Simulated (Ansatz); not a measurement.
**BrClFH2PSi (SMILES F[Si](P)(Cl)Br): density, localisation and related maps**

```xyz
7

F    -1.8661   -0.4070    0.9021
Si   -0.7660   -0.1427   -0.1989
P     1.1653   -0.6160    0.6892
Cl   -1.0129   -1.3406   -1.8148
Br   -0.7482    1.9646   -0.8607
H     1.2682    0.5246    1.5526
H     2.0211   -0.0510   -0.3152
```

Not at a stationary point (largest force 1.7 eV/Å).

Theory: SCF r2SCAN, Gaussian basis in Ansatz.

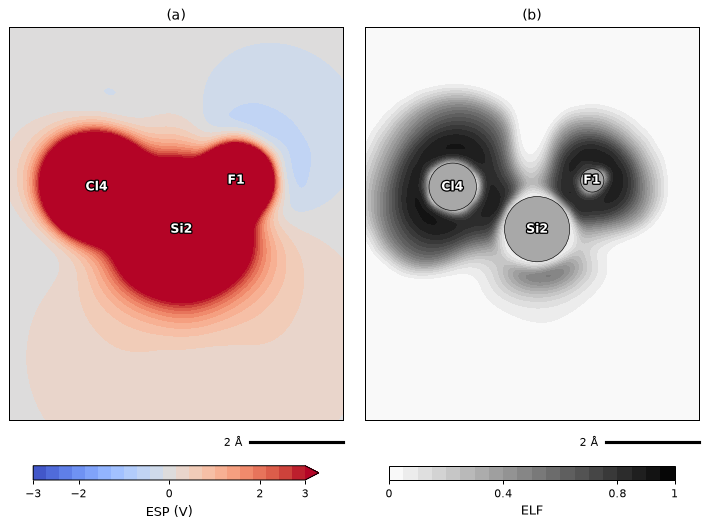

Figure 1. (a) molecular electrostatic potential; (b) ELF on the plane of atoms F1, Si2 and Cl4. Grey discs cover the atomic cores in the ELF map.

### Interpret the plot.

- The section cuts through F, Si and Cl sites.
- Si–F (1.58 Å): the ELF peaks at about 0.85 in the valence shell of F, 0.6 Å from its nucleus, and is about 0.40 at the midpoint.
- Si–Cl (2.03 Å): the ELF peaks at about 0.90 between the atoms (a polar covalent bond).
- The ELF also peaks beside Cl4 and F1, away from the bonds: lone-pair regions.
- Outside the dense part of the molecule the potential is most negative (−0.6 V) near F1.

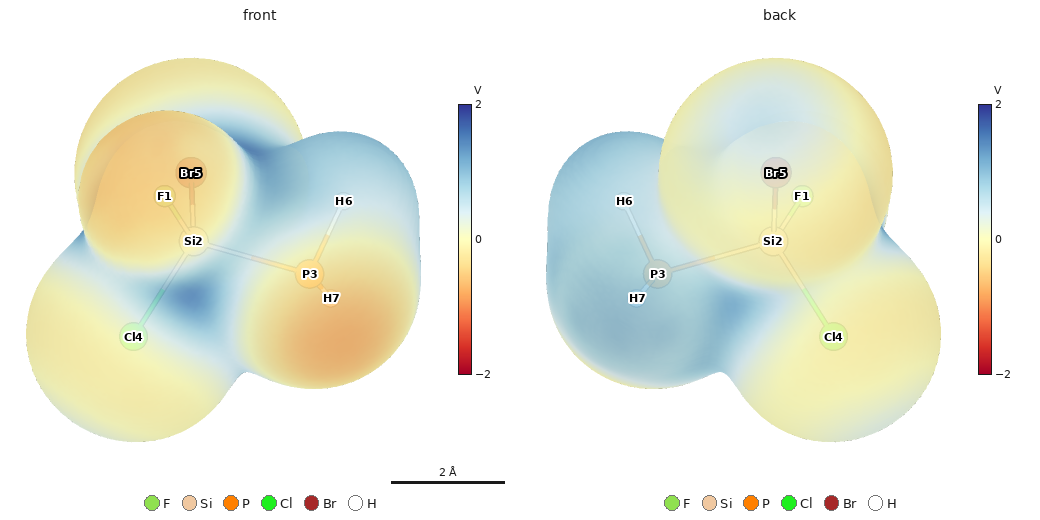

Figure 2. The electrostatic potential painted on the density surface at 0.002 e/bohr³, seen from the front and from behind; the colour scale runs from red (negative) to blue (positive).

### Where is the surface potential most negative and most positive?

The most negative region (about −0.7 V) lies over P3, the most positive (about +1.5 V) over Si2. Br5 shows a σ-hole: about +0.5 V at the tip opposite its bond, against about −0.1 V on its flanks.

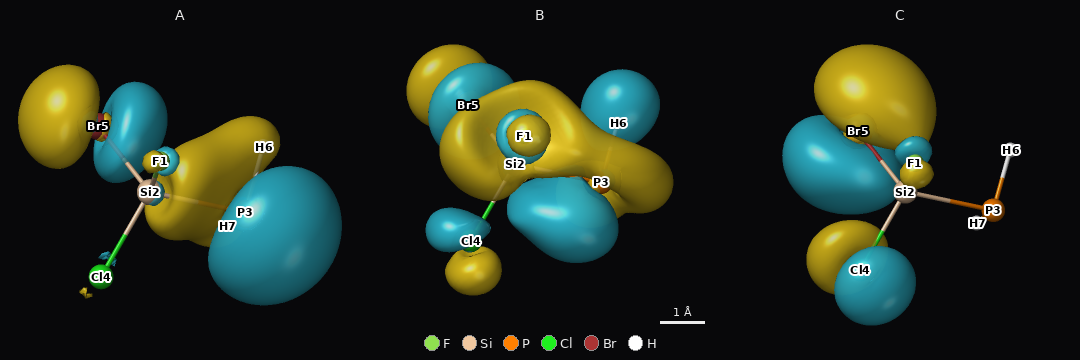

Figure 3. Three frontier orbitals at ±0.08 Å⁻³ᐟ² (yellow and cyan are the two phases), in no order.

### Order the three orbitals by energy and name them.

C is the HOMO−1 (−7.95 eV). Its weight (Hirshfeld) is mainly on Br5 (about 80 %) and Cl4 (about 15 %); largely a lone pair of Br5. A is the HOMO (−6.80 eV). It lies mainly on P3 (about 60 %), Br5 (about 20 %) and Si2 (about 10 %). B is the LUMO (−0.84 eV). Its weight (Hirshfeld) is mainly on Si2 (about 30 %), P3 (about 25 %), Br5 (about 20 %), F1 (about 10 %), H6 (about 10 %) and Cl4 (about 5 %).

### What is the HOMO–LUMO gap?

5.96 eV between the orbital energies.
